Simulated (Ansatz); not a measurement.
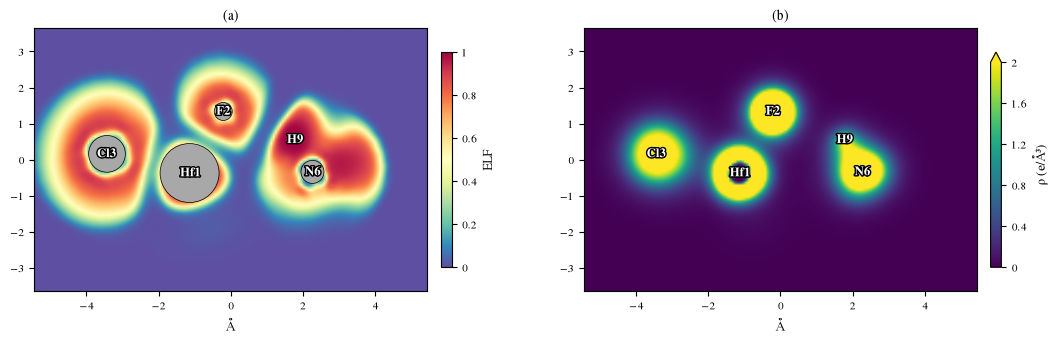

Figure 1: Cl3FHf···NH3. (a) ELF; (b) electron density on the plane of atoms F2, Hf1 and Cl3. Grey discs cover the atomic cores in the ELF map.

Core potentials replace the inner electrons of Hf; not at a stationary point (largest force 1.2 eV/Å).

Theory: RHF/def2-SVP in Ansatz 0.2.0.

```yaml
atoms:
  - { symbol: Hf, position_ang: [0.1575, 0.0216, -0.1286] }
  - { symbol: F, position_ang: [0.1602, -0.1120, 1.8125] }
  - { symbol: Cl, position_ang: [2.4205, 0.0330, -0.7637] }
  - { symbol: Cl, position_ang: [-0.7690, 2.0579, -0.8909] }
  - { symbol: Cl, position_ang: [-0.8263, -1.8699, -1.1464] }
  - { symbol: N, position_ang: [-2.8147, -0.0430, 1.5371] }
  - { symbol: H, position_ang: [-3.0063, -0.7790, 0.8864] }
  - { symbol: H, position_ang: [-2.8823, 0.8688, 1.1300] }
  - { symbol: H, position_ang: [-1.9499, -0.1773, 2.0710] }
```

### What does the map show?

- The plane passes through Hf, F, Cl, N and H nuclei.
- Hf1···N6 (3.41 Å): the density falls to about 0.04 e/Å³ on the way; the ELF dips to about 0 between them.
- Hf–F (1.95 Å): ρ is about 0.78 e/Å³ halfway; the ELF peaks at about 0.85 in the valence shell of F, 0.5 Å from its nucleus, and drops to about 0.20 between the two atoms.
- Hf–Cl (2.35 Å): ρ is about 0.57 e/Å³ halfway; the ELF peaks at about 0.85 in the valence shell of Cl, 0.9 Å from its nucleus, and is about 0.35 at the midpoint.
- N–H (1.03 Å): the density is about 2.7 e/Å³ at the midpoint; the ELF climbs to about 1 towards the hydrogen, as it does in any bond to H (a covalent bond by its length).
- The ELF also peaks beside N6, away from the bonds: lone-pair regions.
